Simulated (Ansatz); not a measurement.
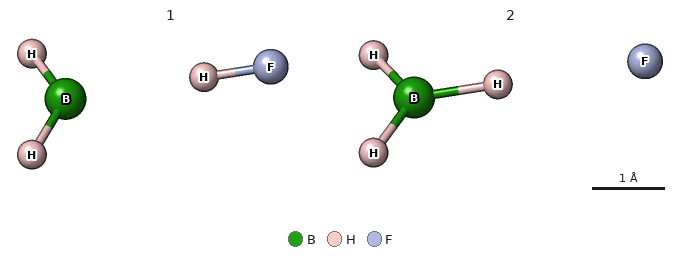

Two geometries of BH3F (multiplicity 2), drawn at one scale. One is the start of a relaxation, the other its converged end. A ball-and-stick model, seen from a free direction.

The calculation used UKS r2SCAN-D4/6-31G* in Ansatz. Set-up: collinear spin; force threshold 0.03 eV/Å; at most 50 steps.

Question: Which of the two is the end point?

Answer: Structure 1 is the relaxed one. The run prepares an end point of a later path (reaction) calculation, from a guessed geometry. The energy falls by 0.985 eV in 11 geometry steps. Largest force component: 0.49 eV/Å at the start, 0.0079 eV/Å at the end. The atom that moves furthest after the best rigid fit is an H atom (0.66 Å). Largest moves by element: H 0.66 Å, F 0.49 Å, B 0.12 Å. Among the contacts that change: F–H 2.109 → 0.955 Å, B–H 1.200 → 1.985 Å, B–H 1.200 → 1.190 Å. New bonds form, among them: F–H (2.11 → 0.96 Å). Bonds break, among them: B–H (1.20 → 1.99 Å). Bond angles that change, for instance: H–B–H 122.2° → 132.3°. The run took 8.1 s on 1 thread of AMD EPYC 9R45 96-Core Processor (Zen 5), with other jobs on the host, peak memory 0.15 GiB.
